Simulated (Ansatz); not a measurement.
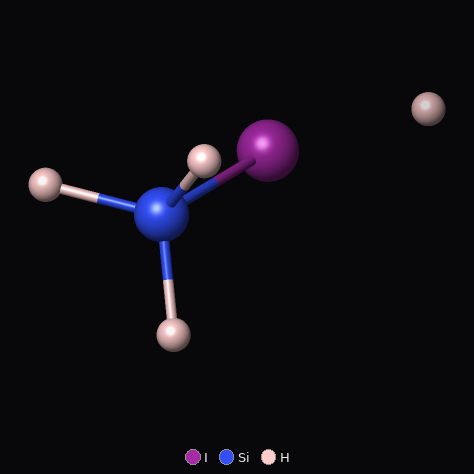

The structure as it stands in the input.

Input file:

```yaml
crystal:
  periodic: [false, false, false]
  atoms:
    - {symbol: I, position_ang: [-0.606299, -0.548978, -0.965271]}
    - {symbol: Si, position_ang: [0.419466, 0.406008, 1.031025]}
    - {symbol: H, position_ang: [-1.663740, -1.626178, -4.310483]}
    - {symbol: H, position_ang: [1.225182, -0.645598, 1.693106]}
    - {symbol: H, position_ang: [-0.657186, 0.877678, 1.931995]}
    - {symbol: H, position_ang: [1.282578, 1.537067, 0.619626]}
basis:
  gaussian: {orbitals: def2-TZVP}
magnetization: {spin_polarized: true, initial_magnetization: 1}
hamiltonian: {xc: pbe0, dispersion: d4}
phonons: {temperatures: {t_min: 298.15, t_max: 900, t_step: 200}}
```

Command:

```sh
ansatz run in.yaml --threads 4 --pin off --events-out ev --progress --plain --max-ram 9574MiB
```

What the program printed (its end):

```
mean field -16039.19903526 eV, -589.4296927863 hartree, gradient 2.5e-6 eV, S^2 0.750025; 0 other end points of the search recorded, 0 dependent functions left out
the calculation of the forces begins
reference -16039.19906813 eV, -589.4296939940 hartree; 22, 21 occupied and 89, 90 virtual orbitals, 862 factors
these checks for a lower state are left out or cut short: stability, starts, cluster_reference, orbital_swaps, neighbouring_geometries, increment
862 factors; their error is unknown
mean field -16039.19903292 eV, -589.4296927003 hartree, gradient 2.5e-6 eV, S^2 0.750025; 0 other end points of the search recorded, 0 dependent functions left out
the calculation of the forces begins
reference -16039.19906579 eV, -589.4296939081 hartree; 22, 21 occupied and 89, 90 virtual orbitals, 862 factors
WARN: phonons: 3 modes above zero are rigid motions of the cell's bodies and no vibrations: the zero-point energy, free energy, entropy and heat capacity leave them out. With what each would have added to F at 898 K, by the weight of its row in the mesh: 0.00 cm⁻¹ (-0.958 eV; rigid weight 1.000, of which rotation 0.000), 2.04 cm⁻¹ (-0.443 eV; rigid weight 1.000, of which rotation 1.000), 3.34 cm⁻¹ (-0.405 eV; rigid weight 0.975, of which rotation 0.975). A body is a set of atoms that hang together within twice the van der Waals contact; here: 6 atoms, out of reach of every periodic image. What nothing holds moves and turns at no cost, which is at zero frequency: what stands here is left by the forces on the atoms, the periodic images, the SCF threshold and the grid, and changes its size and its sign with the last two. The forces' share comes down as the geometry is relaxed further. 3 modes above zero would be rigid motions if what is in doubt were free, and are counted in the zero-point energy, free energy, entropy and heat capacity. With what each adds to F at 898 K, by the weight of its row in the mesh: 14.93 cm⁻¹ (-0.289 eV; rigid weight 1.000, of which rotation 0.098), 15.55 cm⁻¹ (-0.286 eV; rigid weight 1.000, of which rotation 0.100), 90.05 cm⁻¹ (-0.150 eV; rigid weight 1.000, of which rotation 0.000). The body of 6 atoms, out of reach of every periodic image, is 2 pieces, each of atoms that hang together within van der Waals contact, which lie beyond contact and within twice that of one another (atoms 0 and 2, taken in the periodic images in which they do not hang together, stand 3.67 Å apart and are out of reach from 7.00 Å). If the pieces are bound to each other, these are vibrations of the whole and the sums are right; if not, set them further apart, from one another and from their images. Atoms are counted from 0 in the run's list of atoms, and not in a supercell that the run derives from it; the header of the second-order force-constant file, where the run writes one, gives the list as its `site` lines. If the cell is meant as a crystal, declare phonons.rigid_motions: translations: the three translations of the whole cell alone are then left out, and nothing is said of the modes in doubt. The least rigid weight left out is 0.97506 and the largest kept is 0.07281.
Total energy: -16039.28497572 eV, -589.4328510398 hartree
Atom 0 at    -0.606299    -0.548978    -0.965271 Å, force     0.001292     0.001241    -0.000269 eV/Å
Atom 1 at     0.419466     0.406008     1.031025 Å, force     0.000357     0.000189     0.000478 eV/Å
Atom 2 at    -1.663740    -1.626178    -4.310483 Å, force    -0.000365    -0.000267     0.000313 eV/Å
Atom 3 at     1.225182    -0.645598     1.693106 Å, force    -0.000359    -0.000192     0.000138 eV/Å
Atom 4 at    -0.657186     0.877678     1.931995 Å, force    -0.000264    -0.000373    -0.000002 eV/Å
Atom 5 at     1.282578     1.537067     0.619626 Å, force    -0.000660    -0.000597    -0.000658 eV/Å
Dipole moment:     0.097836     0.090873     0.187312 e Å
Vibrations: 14.93 15.55 90.05 363.78 586.15 586.24 900.11 939.55 939.68 2243.13 2260.60 2260.75 cm⁻¹, zero-point energy 0.694344 eV
```
